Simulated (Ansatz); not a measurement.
Pt (Fm-3m, No. 225): the input geometry of a calculation.

```cif
data_structure
_symmetry_space_group_name_H-M 'Fm-3m'
_symmetry_Int_Tables_number 225
_cell_length_a 3.9724
_cell_length_b 3.9724
_cell_length_c 3.9724
_cell_angle_alpha 90.000
_cell_angle_beta 90.000
_cell_angle_gamma 90.000
_cell_volume 62.68
loop_
_atom_site_label
_atom_site_type_symbol
_atom_site_symmetry_multiplicity
_atom_site_Wyckoff_symbol
_atom_site_fract_x
_atom_site_fract_y
_atom_site_fract_z
_atom_site_occupancy
Pt1 Pt 4 a 0.00000 0.00000 0.00000 1
```

### What will a HAADF-like image along [111] show? The image is simulated as a sum over atoms of Z^1.6, blurred by a 0.77 Å probe (no channelling). Shot noise was added.

The columns repeat on a hexagonal net with a repeat of 1.62 Å (plane group p6mm). All columns are alike (Pt). The shortest distance between visible columns is 1.62 Å in projection. Along the beam the structure repeats every 6.88 Å.

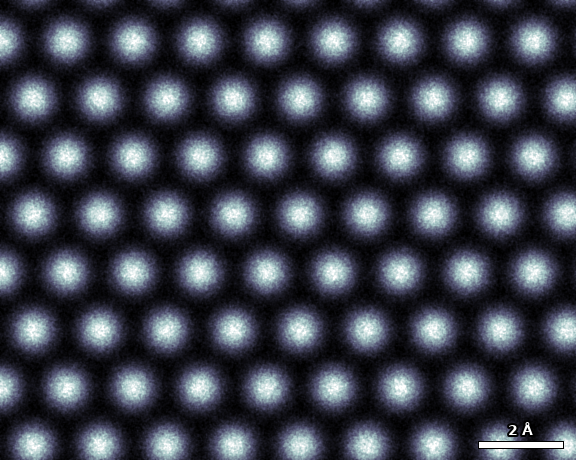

The simulated image.
